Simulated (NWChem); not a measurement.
# UBLYP-D3(BJ)/pcseg-1 (esp esp) run of [HF2]− (SMILES F[H-]F)

What is the electrostatic solvation energy at fixed shape (COSMO, dmf) of [HF2]− at UBLYP-D3(BJ)/pcseg-1 (esp esp)? 

The results are computed with NWChem 7.3.0.

3 further runs of the same task are left out: 3 set aside as unsound or not needed.

## Step 1: Starting point

The species is [HF2]− (3 atoms), meant as a singlet with charge -1. SMILES: `F[H-]F`. Geometry: relaxed at PBE0-D4/def2-TZVPD.

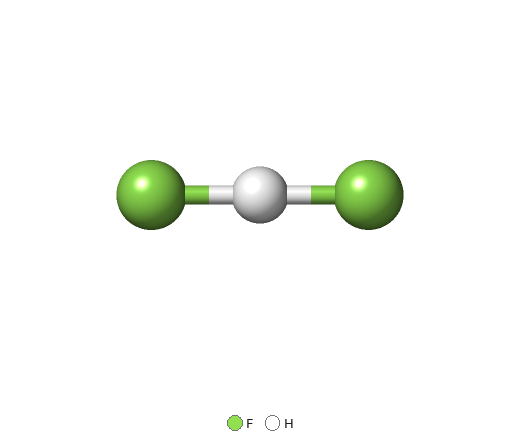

Viewed from a chosen angle; fluorine green, hydrogen white.

## Step 2: The energy at UBLYP-D3(BJ)/pcseg-1 (esp esp)

work.xyz reads:

```xyz
3
F2H
F     -0.973200     0.344400    -0.491000
H      0.000000     0.000000     0.000000
F      0.973200    -0.344400     0.491000
```

work.nw reads:

```
start work
title "F2H"
memory stack 880 mb heap 220 mb global 1100 mb
charge -1
geometry units angstrom noautosym nocenter noautoz
  load format xyz work.xyz
end
basis spherical
  * library pcseg-1
end
dft
  xc becke88 lyp
  odft
  disp vdw 4
  grid medium
  convergence energy 1e-07
  direct
  print medium
end
esp
  recalculate
end
task dft
task esp
```

Run with:

```console
nwchem work.nw > work.out
```

What it wrote:

```text
[...]
          Wavefunction type:  spin polarized.
          No. of atoms     :     3
          No. of electrons :    20
[...]
          Charge           :    -1
          Spin multiplicity:     1
[...]
          AO basis - number of functions:    33
[...]
              XC Information
              --------------
                    Becke 1988 Exchange Functional  1.000
              Lee-Yang-Parr Correlation Functional  1.000
[...]
 d= 0,ls=0.0,diis     1   -200.2014986467 -2.27D+02  1.25D-02  2.35D-01     0.1
[...]
 d= 0,ls=0.0,diis     6   -200.2743359010 -4.53D-08  4.78D-07  1.74D-09     0.5
[...]
         Total DFT energy =     -200.274335901046
      One electron energy =     -340.958299560737
           Coulomb energy =      135.220993827909
    Exchange-Corr. energy =      -21.616391720150
 Nuclear repulsion energy =       27.080127578392
    Dispersion correction =       -0.000766026460
[...]
      <S2> =     -0.0000 (Exact =     0.0000)
[...]
 Dipole moment                                  0.009707
 Quadrupole moment Qxx                         -7.971702
                   Qyy                          4.940165
                   Qzz                          3.031537
[...]
```

Wall time 1 s (1 thread of Intel Xeon 6975P-C (Granite Rapids), shared host); peak memory 0.12 GiB.

## Step 3: The energy at UBLYP-D3(BJ)/pcseg-1 (COSMO dmf, esp esp)

f2h.nw reads:

```
start f2h
title "F2H"
memory 2200 mb
charge -1

geometry units angstrom noautosym nocenter noautoz
 F    -0.973200    0.344400   -0.491000
 H     0.000000    0.000000    0.000000
 F     0.973200   -0.344400    0.491000
end

basis spherical
 * library pcseg-1
end

cosmo
 solvent dmf
end

dft
 xc becke88 lyp
 odft
 disp vdw 4
 grid medium
 convergence energy 1e-07
 direct
 noprint "final vectors analysis"
end

esp
 recalculate
end

task dft
task esp
```

Run with:

```console
nwchem f2h.nw > f2h.out
```

What it wrote:

```text
[...]
          Wavefunction type:  spin polarized.
          No. of atoms     :     3
          No. of electrons :    20
[...]
          Charge           :    -1
          Spin multiplicity:     1
[...]
          AO basis - number of functions:    33
[...]
              XC Information
              --------------
                    Becke 1988 Exchange Functional  1.000
              Lee-Yang-Parr Correlation Functional  1.000
[...]
 d= 0,ls=0.0,diis     1   -200.2014986467 -2.27D+02  1.25D-02  2.35D-01     0.2
[...]
 d= 0,ls=0.0,diis     5   -200.3917755198 -3.81D-08  1.90D-07  1.32D-10     1.0
[...]
         Total DFT energy =     -200.391775519784
      One electron energy =     -345.713560556446
           Coulomb energy =      135.230103478798
    Exchange-Corr. energy =      -21.616820664965
 Nuclear repulsion energy =       27.080127578391
    Dispersion correction =       -0.000766026460
[...]
      <S2> =     -0.0000 (Exact =     0.0000)
[...]
 Dipole moment                                  0.009556
 Quadrupole moment Qxx                         -7.911013
                   Qyy                          4.902555
                   Qzz                          3.008458
[...]
```

Wall time 1.5 s (1 thread of Intel Xeon 6975P-C (Granite Rapids), shared host); peak memory 0.12 GiB.

## Step 4: Results

Level: UBLYP-D3(BJ)/pcseg-1 (esp esp).

| quantity | value |
| --- | --- |
| gas phase: total energy | -200.27434 Eh |
| gas phase: HOMO energy | 0.94 eV |
| gas phase: LUMO energy | 10.26 eV |
| gas phase: HOMO–LUMO gap (to an unbound level, set by the basis) | 9.32 eV |
| gas phase: dispersion energy | -2.01 kJ/mol |
| COSMO, dmf: total energy | -200.39178 Eh |
| COSMO, dmf: HOMO energy | -5.50 eV |
| COSMO, dmf: LUMO energy | 3.97 eV |
| COSMO, dmf: HOMO–LUMO gap (to an unbound level, set by the basis) | 9.47 eV |
| COSMO, dmf: dispersion energy | -2.01 kJ/mol |
| COSMO, dmf: solvent term in the energy | -308.3 kJ/mol |
| energy change from gas to solvent at fixed shape | -3.196 eV |

What this shows: The solvent model (COSMO, dmf) lowers the energy by 3.20 eV (−74 kcal/mol) at the same shape. It holds the electrostatic part alone, without cavity or dispersion terms. The HOMO (gas phase) lies at positive energy, 0.94 eV, as semi-local functionals often give for anions; only total energies tell whether the electron is bound.
